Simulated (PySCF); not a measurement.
**UPBE0/6-31G(d) (spherical functions) run of OH (SMILES [OH])**

Aim: the energy change on altering one bond length of OH at UPBE0/6-31G* (spherical functions), from 2 runs. 

The results are computed with PySCF 2.14.0.

9 further runs of the same task are left out: 2 that didn't finish, 7 set aside as unsound or not needed.

**1. The structure to begin with**

OH has 2 atoms, charge 0, and is taken as a doublet. SMILES: `[OH]`. The coordinates come from a PBE0-D4/def2-TZVP relaxation.

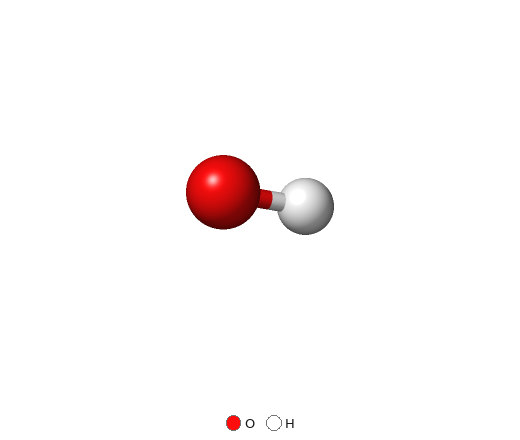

The structure, seen from a chosen angle (oxygen red, hydrogen white).

**2. A single-point energy at UPBE0/6-31G(d) (spherical functions)**

Contents of start.xyz:

```xyz
2
HO
O      0.415880    -0.133150     0.214550
H     -0.415880     0.133150    -0.214550
```

Contents of input.py:

```python
from pyscf import gto, dft

molecule = gto.Mole()
molecule.atom = 'start.xyz'
molecule.spin = 1
molecule.max_memory = 1860
molecule.verbose = 4
molecule.basis = '6-31g*'
molecule.build()

calc0 = dft.UKS(molecule, xc='pbe0')
calc0.grids.level = 5
calc0.conv_tol = 1e-10
calc0.kernel()
if not calc0.converged:
    calc0 = calc0.newton().run(calc0.mo_coeff, calc0.mo_occ)

e_tot = calc0.e_tot
print('Final energy', e_tot)
```

Run with:

```console
$ OMP_NUM_THREADS=1 python input.py
```

Output:

```text
PySCF version 2.14.0

[INPUT] num. atoms = 2
[INPUT] num. electrons = 9
[INPUT] charge = 0
[INPUT] spin (= nelec alpha-beta = 2S) = 1
[INPUT] symmetry False subgroup None
[INPUT] Mole.unit = angstrom
[INPUT] Symbol           X                Y                Z      unit          X                Y                Z       unit  Magmom
[INPUT]  1 O      0.415880000000  -0.133150000000   0.214550000000 AA    0.785899300684  -0.251617033486   0.405440740025 Bohr   0.0
[INPUT]  2 H     -0.415880000000   0.133150000000  -0.214550000000 AA   -0.785899300684   0.251617033486  -0.405440740025 Bohr   0.0

nuclear repulsion = 4.35057424174363
number of shells = 8
number of NR pGTOs = 31
number of NR cGTOs = 16
basis = 6-31g*
ecp = {}

[... 32 lines left out ...]
WARN: beta  nocc = 4  HOMO -0.390482727835131 >= LUMO -0.390482725262731
[... 38 lines left out ...]
converged SCF energy = -75.6412772653064  <S^2> = 0.75212549  2S+1 = 2.0021244
Final energy -75.64127726530644
```

Wall time 1.4 s (1 thread of Arm Neoverse V2, shared host); peak memory 0.17 GiB.

**3. The distorted shape, same level**

Contents of input.py:

```python
from pyscf import gto, dft

system = gto.Mole()
system.atom = '''
O      1.081264    -0.346182     0.557818
H     -0.415880     0.133150    -0.214550
'''
system.verbose = 3
system.spin = 1
system.charge = 0
system.basis = '6-31g*'
system.max_memory = 1860
system.build()

calc0 = dft.UKS(system)
calc0.xc = 'pbe0'
calc0.conv_tol = 1e-10
calc0.grids.level = 5
calc0.kernel()
if not calc0.converged:
    calc0 = calc0.newton().run(calc0.mo_coeff, calc0.mo_occ)

etot = calc0.e_tot
print('Final energy', etot)
```

Run with:

```console
$ OMP_NUM_THREADS=1 python input.py
```

Output:

```text
SCF not converged.
SCF energy = -75.5017972691743 after 50 cycles  <S^2> = 0.89720804  2S+1 = 2.142156
converged SCF energy = -75.516883583163  <S^2> = 1.204182  2S+1 = 2.4117894
Final energy -75.51688358316302
```

Run time: 9.9 s. Hardware: 1 thread of Arm Neoverse V2, shared host; peak memory 0.26 GiB.

**4. Summary of results**

Level: UPBE0/6-31G* (spherical functions).

| quantity | value |
| --- | --- |
| first shape: total energy | -75.64128 Eh |
| first shape: dipole moment | 1.78 D |
| first shape: HOMO energy (highest over α and β) | -8.54 eV |
| first shape: LUMO energy (lowest over α and β) | -3.53 eV |
| first shape: ⟨S²⟩ | 0.752 |
| distorted shape: total energy | -75.51688 Eh |
| distorted shape: dipole moment | 1.31 D |
| distorted shape: HOMO energy (highest over α and β) | -8.30 eV |
| distorted shape: LUMO energy (lowest over α and β) | -3.17 eV |
| distorted shape: ⟨S²⟩ | 1.204 |
| energy change with the O1–H2 bond stretched from 0.973 to 1.751 Å | 3.385 eV |

With the O1–H2 bond stretched from 0.973 to 1.751 Å the energy rises by 3.38 eV (327 kJ/mol). The first shape isn't relaxed at this level, so the change isn't measured from a minimum. ⟨S²⟩ (distorted shape) is 1.20 where a pure doublet has 0.75: the reference is spin-contaminated.
